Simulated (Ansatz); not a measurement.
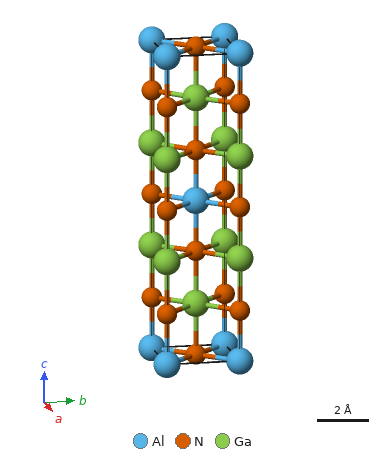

An orthographic ball-and-stick view of the structure, slightly off an axis. The edges of the conventional unit cell are marked.

AlGa2N3, space group I4/mmm (No. 139), a = 2.941 Å, b = 2.941 Å, c = 12.506 Å, α = 90.00°, β = 90.00°, γ = 90.00°. The model was built from a structure type filled with these elements by a generator (whether the compound takes this form wasn't checked). Earlier steps of the study, as a rule a relaxation of our own, may have changed the cell and positions, so they can lie some per cent off the listed ones. It went into a calculation with Ansatz.

This one geometry was computed with Ansatz (DFT, plane waves, PAW) at five levels of theory: PBE, PBE with spin-orbit coupling, HSE06, PBE0 and r2SCAN. It was relaxed beforehand with r2SCAN.

**Which level gives the highest pressure at this volume, and what does that say about its equilibrium volume?**

Highest: PBE (7.7 GPa) and PBE with spin-orbit coupling (7.7 GPa), which points to the largest equilibrium volume. Lowest, with the smallest volume: HSE06 (-1.5 GPa) and PBE0 (-1.6 GPa). Levels within 0.5 GPa of each other can't be told apart.

**How does the band gap change with the level of theory?**

PBE with spin-orbit coupling: a gap of 1.39 eV, indirect; PBE: a gap of 1.40 eV, indirect; r2SCAN: a gap of 1.95 eV, indirect; HSE06: a gap of 2.67 eV, indirect; PBE0: a gap of 3.38 eV, indirect.

**Collect the results in a table.**

| level | cutoff (eV) | k-mesh of the run's cell | gap (eV) | pressure (GPa) |
| --- | --- | --- | --- | --- |
| PBE | 420 | 12×12×12 | 1.40 | 7.7 |
| PBE with spin-orbit coupling | 420 | 12×12×12 | 1.39 | 7.7 |
| HSE06 | 420 | 8×8×8 | 2.67 | -1.5 |
| PBE0 | 420 | 8×8×8 | 3.38 | -1.6 |
| r2SCAN | 500 | 12×12×12 | 1.95 | 0.0 |

Gaps are taken on the k-mesh or band path of each run.
